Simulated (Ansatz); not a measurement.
**NaLaMnMoO6: density, localisation and related maps**

The calculation's input:

```
crystal:
  lattice:
    - [5.40523, 0.00142, 0.00146]
    - [0.07459, 5.4046, -0.01175]
    - [0.03041, -0.01433, 8.22075]
  atoms:
    - { symbol: Na, position: [0.50619, 0.50653, 0.24999] }
    - { symbol: Na, position: [0.49381, 0.49347, 0.75001] }
    - { symbol: La, position: [0.01207, 0.01233, 0.25001] }
    - { symbol: La, position: [0.98793, 0.98767, 0.74999] }
    - { symbol: Mn, position: [0.5, 0.0, 0.0], spin: 4.0 }
    - { symbol: Mn, position: [0.0, 0.5, 0.5], spin: 4.0 }
    - { symbol: Mo, position: [0.0, 0.5, 0.0], spin: 1.0 }
    - { symbol: Mo, position: [0.5, 0.0, 0.5], spin: 1.0 }
    - { symbol: O, position: [0.94778, 0.54274, 0.23246] }
    - { symbol: O, position: [0.05222, 0.45726, 0.76754] }
    - { symbol: O, position: [0.28121, 0.28009, 0.0483] }
    - { symbol: O, position: [0.71879, 0.71991, 0.9517] }
    - { symbol: O, position: [0.20507, 0.79908, 0.99952] }
    - { symbol: O, position: [0.79493, 0.20092, 0.00048] }
    - { symbol: O, position: [0.45652, 0.05176, 0.73248] }
    - { symbol: O, position: [0.54348, 0.94824, 0.26752] }
    - { symbol: O, position: [0.20097, 0.79487, 0.49902] }
    - { symbol: O, position: [0.79903, 0.20513, 0.50098] }
    - { symbol: O, position: [0.28007, 0.28119, 0.45169] }
    - { symbol: O, position: [0.71993, 0.71881, 0.54831] }
hamiltonian:
  xc: r2scan
  pseudopotentials: { kind: paw }
magnetization:
  spin_polarized: true
kpoints:
  mp_grid: { grid: [4, 4, 3] }
scf:
  occupations: { method: fermi_dirac, width: 0.05 }
output:
  forces: true
  stress: true
  eigenvalues: true
  write_density: true
  write_potential: true
  elf: true
  volumetric_format: npy
relax:
  f_tol: 0.01
  max_steps: 40
  cell: { stress_tol: 0.05 }
```

Command:

```sh
ansatz run input.yaml --threads 8 --pin off --max-ram 20480MiB --backend cpu --events-out ev --progress --plain --runs-dir out
```

Below, planes, directions and counts refer to the conventional cell (a = 7.78 Å, b = 7.81 Å, c = 8.00 Å, α = 90.00°, β = 90.08°, γ = 90.00°).

The fields are those of the run's last geometry, not of the input's.

Space group C2/c; a generated structure, not necessarily the stable one; the SCF solution may not be the lowest one; the program warned that another magnetic order may lie lower and a starting moment wasn't kept; spin-polarised.

Level of theory: Ansatz 0.2.0, Kohn-Sham DFT of a periodic cell, r2SCAN, Ansatz PAW.

In a PAW calculation such maps are meaningful between the atoms, not at the nuclei.

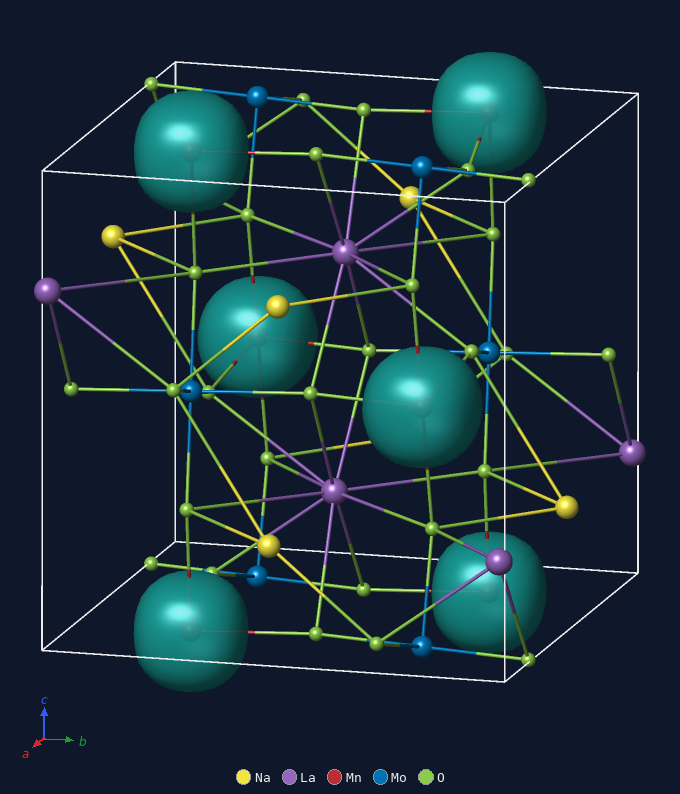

Figure 1. Isosurface of the spin density at +0.15 e/Å³ (teal), seen slightly off an axis. Sticks mark near contacts.

Which atoms carry the moments, and with what signs?

Answer. The spin density sits on Mn: +3.9 μB (×4) in one cell of 40 atoms, with smaller moments on other sites: Mo (up to +0.11 μB): parallel main moments (a ferromagnetic arrangement) in this solution. The cell of the calculation (20 atoms) carries 9.7 μB of net spin moment.

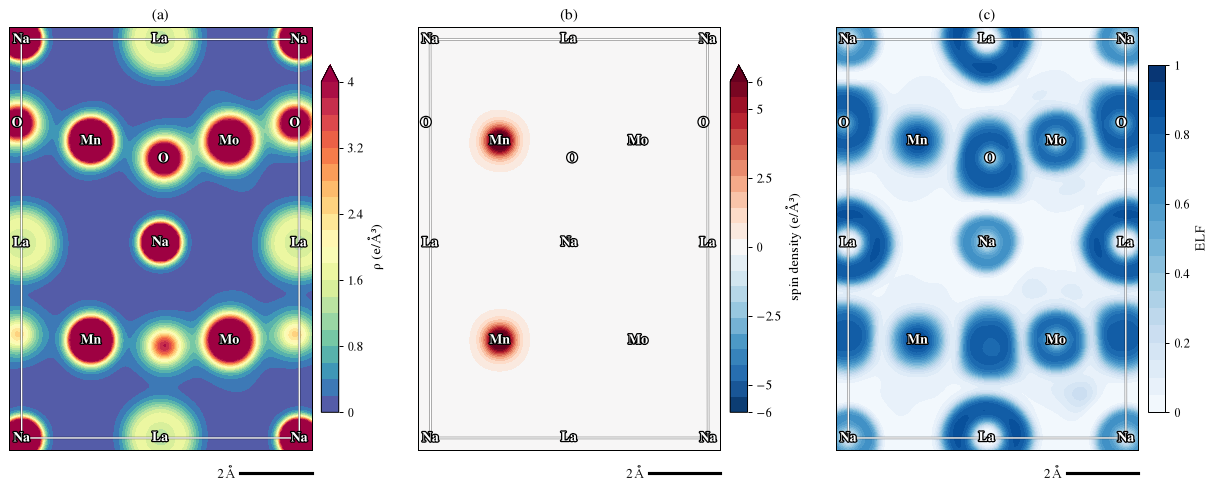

Figure 2. (a) valence charge density (pseudo); (b) magnetisation density (up minus down); (c) electron localisation function on the (011̄) plane of the conventional cell.

Read the bonding off the picture.

Answer. Atoms in the plane: Na, La, Mn, Mo and O.
Atoms just off the plane (O, 0.4 Å away) can leave unmarked features too.
Mo–O (1.91 Å): ρ at the midpoint is about 1.1 e/Å³; the ELF peaks at about 0.80 in the valence shell of O, 0.6 Å from its nucleus, and drops to about 0.25 between the two atoms; no localised pair shows between them.
Na–O (2.36 Å): the density is about 0.16 e/Å³ at the midpoint; the ELF peaks at about 0.85 in the valence shell of O, 0.6 Å from its nucleus, and is about 0.10 at the midpoint (no localised pair shows between them).
Mn–O (2.12 Å): ρ is about 0.45 e/Å³ halfway; the ELF peaks at about 0.85 in the valence shell of O, 0.6 Å from its nucleus, and is about 0.15 at the midpoint: no localised pair shows between them.
Between the atoms the lowest density in this plane is 0.02 e/Å³.
The features right at Na, La, Mn and Mo lie inside the PAW spheres, where the map follows smoothed inner orbitals and isn't to be read closely.

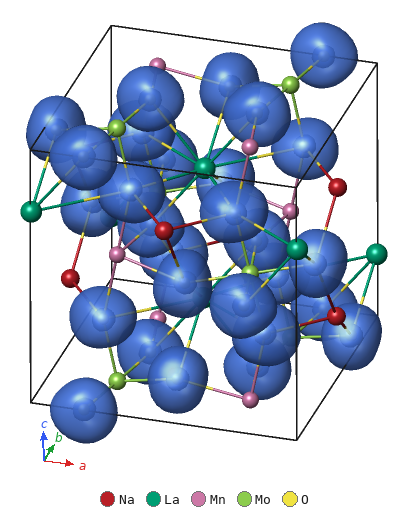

Figure 3. Isosurface of the electron localisation function at 0.65 (blue), seen at an oblique angle. Core shells and regions of very low density are left out. Sticks mark near contacts.

What do the ELF domains correspond to?

Answer. The ELF exceeds this value in 24 regions wrapped around O (the valence shell of each), counted in one cell of 40 atoms. Any copies at cell faces, edges or corners count once. Profiles from the grid: Mn–O (2.04 Å): the ELF peaks at about 0.85 in the valence shell of O, 0.6 Å from its nucleus, and is about 0.15 at the midpoint; no localised pair shows between them.
